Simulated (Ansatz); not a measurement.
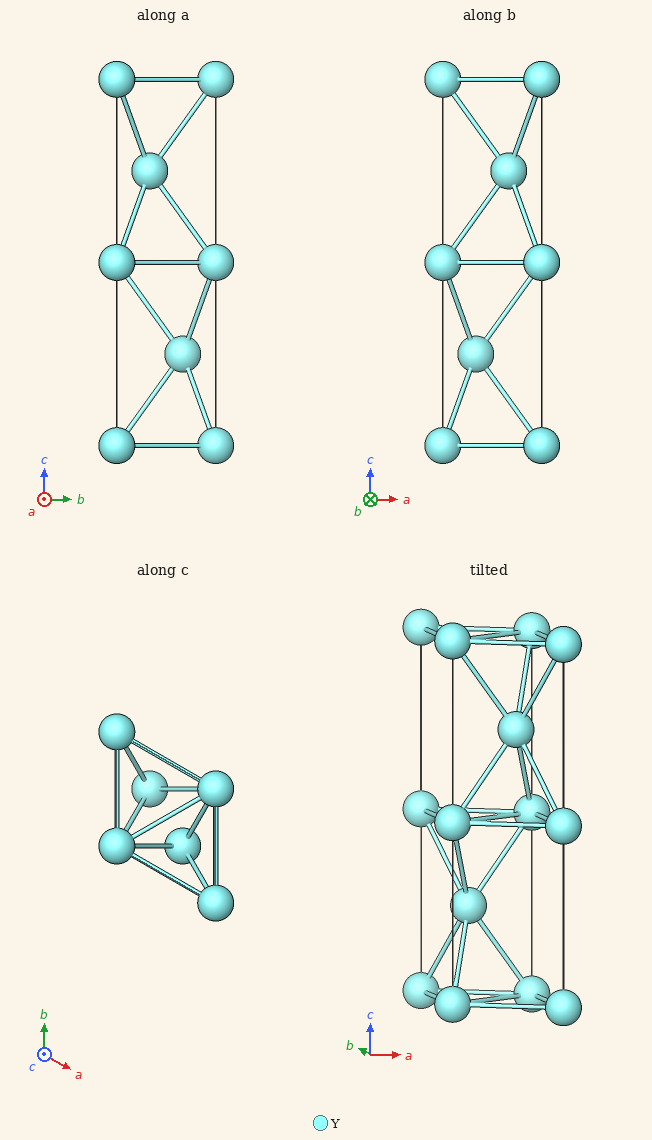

A ball-and-stick rendering, viewed along the a axis, along the b axis, along the c axis and slightly off an axis. The lines enclose the conventional unit cell; boundary atoms appear with their images.

Lattice parameters: a = 3.752 Å, b = 3.752 Å, c = 12.040 Å, α = 90.00°, β = 90.00°, γ = 120.00°.

From the views, write a table of Wyckoff sites.

Space group P6_3/mmc (No. 194).
```tsv
atom	site	x	y	z
Y	2a	0.0000	0.0000	0.0000
Y	2c	0.3333	0.6667	0.2500
```

Starting structure: a structure type filled with this element by a generator (whether the element takes this form wasn't checked). Earlier steps of the study may have refined or changed the cell and positions. A calculation with Ansatz used it as input.
